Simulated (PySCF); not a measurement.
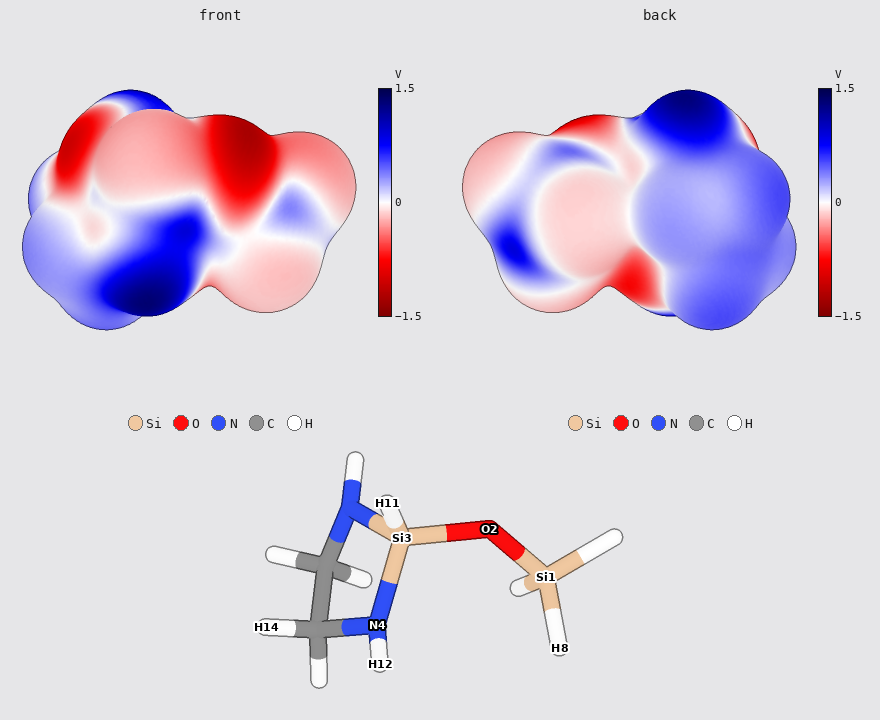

The picture shows: C₂H₁₀N₂OSi₂ (SMILES [SiH3]O[SiH]1NCCN1). The electrostatic potential painted on the density surface at 0.001 e/bohr³, seen from the front and from behind; red is negative and blue positive. The bare structure is drawn below in the same view.

Geometry: PBE0-D3(BJ)/def2-SVP.

The calculation used PBE0/pcSseg-1, SCF density, gas phase, non-relativistic (PySCF 2.14.0).

```yaml
atoms:
  - { symbol: Si, position_ang: [2.4995, 0.7636, -0.6800] }
  - { symbol: O, position_ang: [1.8295, 0.5394, 0.8292] }
  - { symbol: Si, position_ang: [0.3669, -0.1450, 1.2424] }
  - { symbol: N, position_ang: [-0.1202, -1.3037, 0.0493] }
  - { symbol: C, position_ang: [-1.4966, -1.0834, -0.3641] }
  - { symbol: C, position_ang: [-1.7507, 0.4166, -0.2040] }
  - { symbol: N, position_ang: [-1.0488, 0.8142, 1.0063] }
  - { symbol: H, position_ang: [3.0049, -0.5239, -1.2428] }
  - { symbol: H, position_ang: [1.5076, 1.3544, -1.6309] }
  - { symbol: H, position_ang: [3.6431, 1.7088, -0.5322] }
  - { symbol: H, position_ang: [0.5750, -0.5937, 2.6418] }
  - { symbol: H, position_ang: [0.2140, -2.2573, -0.0043] }
  - { symbol: H, position_ang: [-1.6613, -1.3873, -1.4118] }
  - { symbol: H, position_ang: [-2.2192, -1.6461, 0.2610] }
  - { symbol: H, position_ang: [-1.3798, 0.9496, -1.1035] }
  - { symbol: H, position_ang: [-2.8337, 0.6126, -0.1306] }
  - { symbol: H, position_ang: [-1.1498, 1.7813, 1.2852] }
```

Where is the surface potential most negative and most positive?

Answer. The most negative region (about −1.2 V) lies over O2, the most positive (about +1.3 V) over H12 and H17. O2 is the likeliest acceptor of a hydrogen bond.

What dipole moment does the calculation give?

Answer. Its dipole moment is 1.85 D.
